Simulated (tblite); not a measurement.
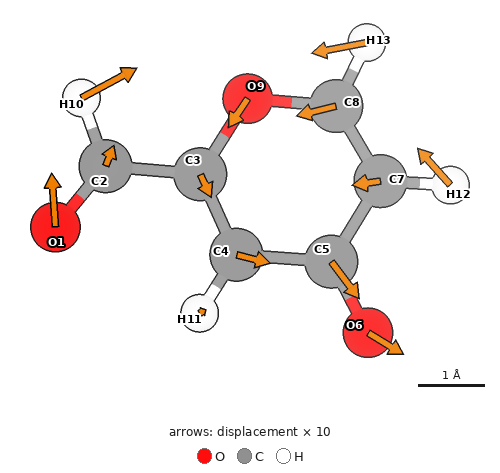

This is a relaxation of C$_{6}$H$_{4}$O$_{3}$. The starting structure is drawn; orange arrows show the displacements, magnified 10 times. The two geometries are superimposed by the best rigid fit.

The picture is a ball-and-stick view, seen face on.

These are results of GFN2-xTB geometry optimisation, gas phase in tblite 0.8.0, not measurements. 

What did the optimiser do to the structure, and how much energy did it gain?

Answer. The largest move after the best rigid fit is that of H10, 0.10 Å. Largest moves by element: H 0.10 Å, O 0.09 Å, C 0.07 Å. Some distances before and after: C3–O9 1.386 → 1.352 Å, C8–O9 1.375 → 1.341 Å, O1–C2 1.226 → 1.199 Å, C5–O6 1.230 → 1.215 Å. Among the angles between lasting bonds that change: C4–C5–C7 117.7° → 111.9°, C2–C3–C4 118.7° → 123.2°, C2–C3–O9 117.7° → 113.4°. Over 24 geometry steps the energy falls by 18.0 kJ/mol.
